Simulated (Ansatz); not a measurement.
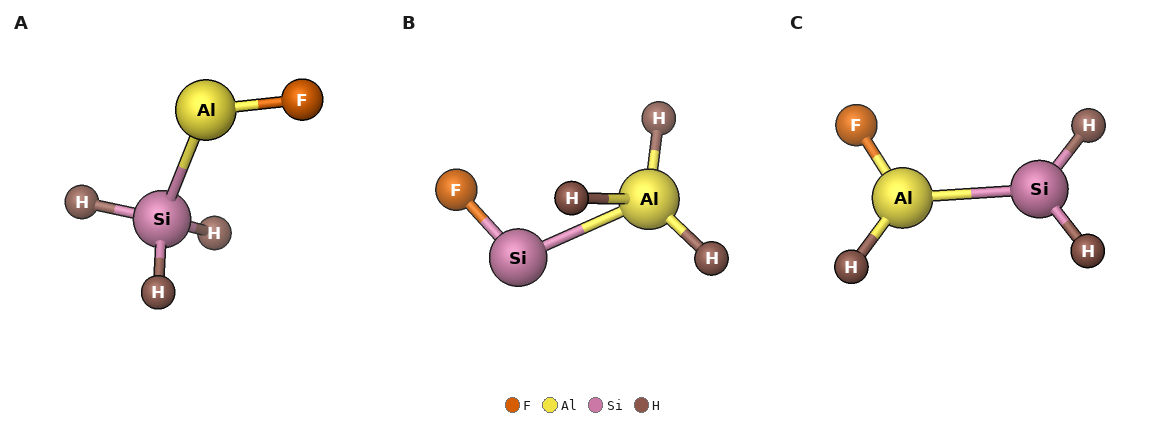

3 stationary structures of one formula. The species is neutral and a spin doublet. Geometries: PBE-D4/def2-SVP. Electronic energies: PBE-D4/def2-SVP (Ansatz 0.2.0), without zero-point energy. No frequency run is at hand to confirm each as a minimum.

Which structure is the most stable?

A is lowest (C1); C lies 11.9 kJ/mol above it, B lies 126.9 kJ/mol above it (C1).
